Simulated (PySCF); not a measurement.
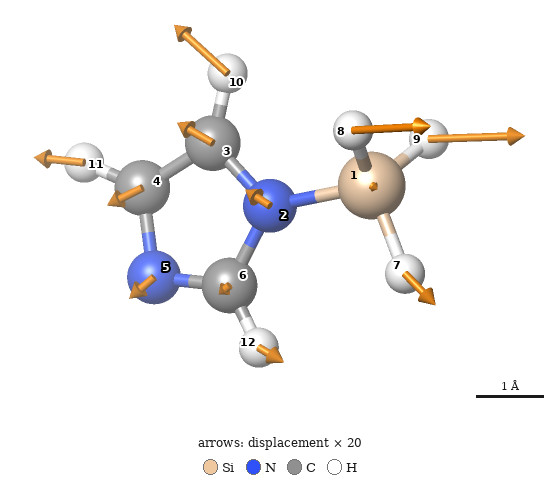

A relaxation of C$_{3}$H$_{6}$N$_{2}$Si. The starting structure is drawn; orange arrows show the displacements, magnified 20 times. The two geometries are superimposed by the best rigid fit.

A ball-and-stick model, seen at a tilt.

The start comes from GFN2-xTB.

These are results of PBE0-D3(BJ)/def2-SVP geometry optimisation, gas phase in PySCF 2.14.0, density-fitted response routines, not measurements. 

**What happened in the run?**

Over 4 geometry steps the energy falls by 0.083 eV. The largest force component goes from 0.67 to 0.01 eV/Å. The atom that moves furthest after the best rigid fit is H9 (0.078 Å). Largest moves by element: H 0.078 Å, C 0.035 Å, N 0.026 Å, Si 0.006 Å. Near-neighbour distances that change, for instance: Si1–H7 1.459 → 1.487 Å, Si1–N2 1.751 → 1.776 Å, C3–H10 1.070 → 1.088 Å, C3–C4 1.359 → 1.371 Å. Bond angles that change, for instance: N2–Si1–H8 107.4° → 109.5°. The run took of the order of 50 core-seconds on a shared host.
